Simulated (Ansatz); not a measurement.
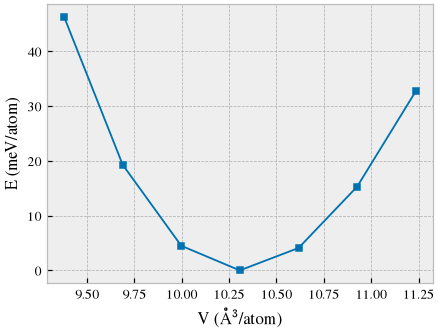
Figure. GaN (CsCl type, Pm-3m) under volume change, DFT-PBE in the program Ansatz with PAW potentials, scaled uniformly.

What does a third-order Birch–Murnaghan fit give for V₀, B₀ and B′?

V₀ = 10.31 Å³/atom, B₀ = 148 GPa, B′ = 4.6.

The cell is a constructed one: a structure type filled with these elements; neither database checked (COD, Materials Project) lists it. It is not the phase usual at ambient conditions (space group No. 186, 216). The cell was relaxed with PBE under the symmetry of its start; its stability against distortions is not shown here.

Potentials: the later of the program's two PAW sets.
